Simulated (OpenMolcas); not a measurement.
**Predicting a hybrid from its neighbours: InHCl2O**

The species is InHCl2O (5 atoms), meant as a singlet with charge 0. SMILES: `[OH][In]([Cl])[Cl]`. Geometry: relaxed at PBE0-D4/def2-TZVP.

The HOMO–LUMO gap y, in eV, basis def2-SVP with a core potential; a is the functional's share of exact exchange. Programs: OpenMolcas 26.06.

```
functional     program     a  y (eV)
      TPSS  OpenMolcas     0    4.31
    revPBE  OpenMolcas     0    4.10
     B3LYP  OpenMolcas   0.2       ?
      PBE0  OpenMolcas  0.25    6.61
     BHLYP  OpenMolcas   0.5    8.89
```

Fit y = c + s·a to the known rows and predict B3LYP.


1. Means of the 4 rows: a = 0.1875, y = 5.978.
2. Σ(Δa)² = 0.17188, Σ(Δa·Δy) = 1.6144, so the slope is 1.6144/0.17188 = 9.3926.
3. Intercept: 5.978 − (9.3926) × 0.1875 = 4.217. The largest residual of the fit is 0.12.
4. B3LYP: 4.217 + (9.3926) × 0.2 = 6.10 eV.

The run gave 6.00 eV, so the prediction is off by +0.10 eV, within the largest residual. Exact exchange lowers occupied levels and raises empty ones. The rows mix families of semi-local functionals, which the line can't see.

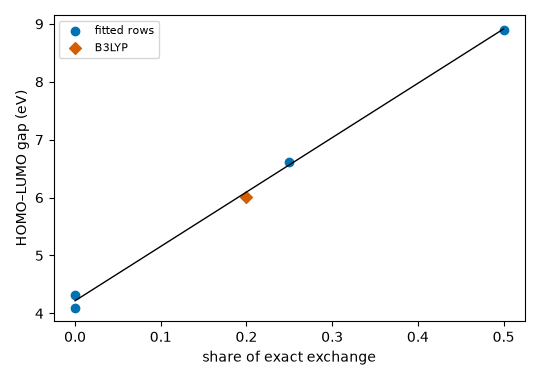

The fitted line, with the withheld row.
